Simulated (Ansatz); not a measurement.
Consider F₄H₄OSiTi.

Input

```
crystal:
  periodic: [false, false, false]
  atoms:
    - { symbol: Ti, position_ang: [-0.278754, -0.052071, -0.475973] }
    - { symbol: F, position_ang: [-0.29397, 0.792414, 2.424531] }
    - { symbol: F, position_ang: [1.164913, -0.809063, 0.146569] }
    - { symbol: F, position_ang: [-0.116477, 1.680081, -0.609978] }
    - { symbol: F, position_ang: [-0.498032, -0.65042, -2.100696] }
    - { symbol: O, position_ang: [-1.826383, -0.570362, 0.447661] }
    - { symbol: Si, position_ang: [-3.38032, -1.162781, 0.125096] }
    - { symbol: H, position_ang: [-3.315104, -2.637212, -0.156279] }
    - { symbol: H, position_ang: [-4.223731, -0.911439, 1.342405] }
    - { symbol: H, position_ang: [-3.963347, -0.441959, -1.057852] }
    - { symbol: H, position_ang: [-1.096993, 0.330011, 2.321817] }
basis:
  gaussian: { orbitals: def2-SVP }
hamiltonian:
  xc: pbe
relax:
  f_tol: 0.03
  max_steps: 50
output:
  orbitals: {}
```

Launched as:

```sh
ansatz run input.yaml --threads 4 --pin off --max-ram 5120MiB --backend cpu --events-out ev --progress --plain --runs-dir out
```

The fields are those of the run's last geometry, not of the input's.

Method: Ansatz, RKS PBE/def2-SVP.

Question: Predict the electron density and electron localisation function between the atoms.

Answer: Si–O (1.70 Å): ρ is about 0.96 e/Å³ halfway; the ELF peaks at about 0.85 between the atoms; a polar covalent bond.
Ti–F (1.75 Å): the density is about 1.1 e/Å³ at the midpoint; the ELF peaks at about 0.85 in the valence shell of F, 0.5 Å from its nucleus, and drops to about 0.25 between the two atoms.
Ti–O (1.85 Å): the density is about 0.89 e/Å³ at the midpoint; the ELF peaks at about 0.85 in the valence shell of O, 0.6 Å from its nucleus, and drops to about 0.20 between the two atoms.
F–H (0.97 Å): the density is about 4.2 e/Å³ at the midpoint; the ELF climbs to about 0.95 towards the hydrogen, as it does in any bond to H; an ordinary covalent bond to hydrogen.

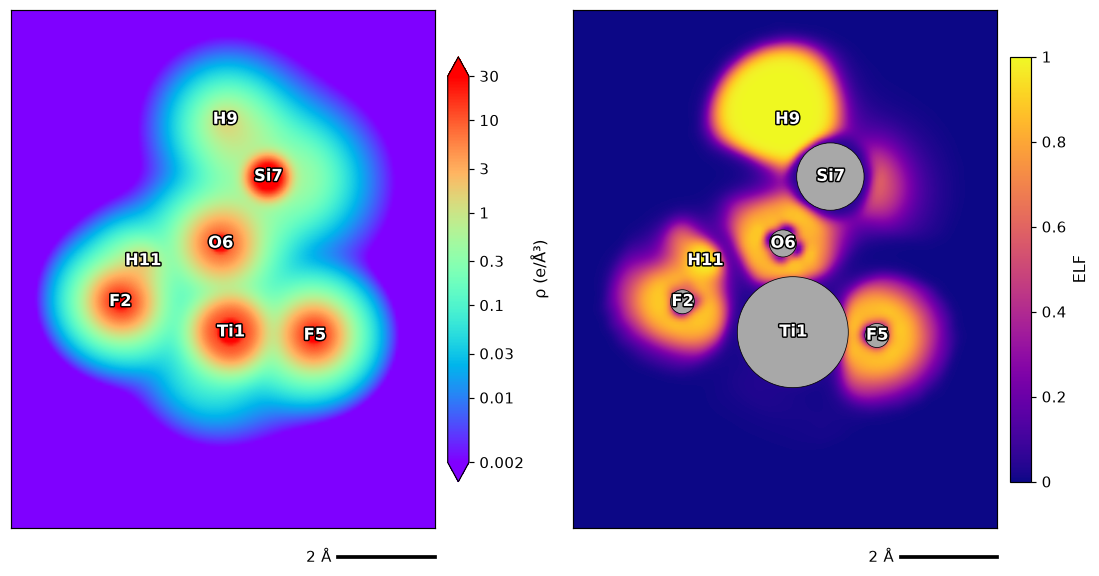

Computed electron density and electron localisation function on the plane of atoms Ti1, O6 and Si7, in this order. Grey discs cover the atomic cores in the ELF map. 
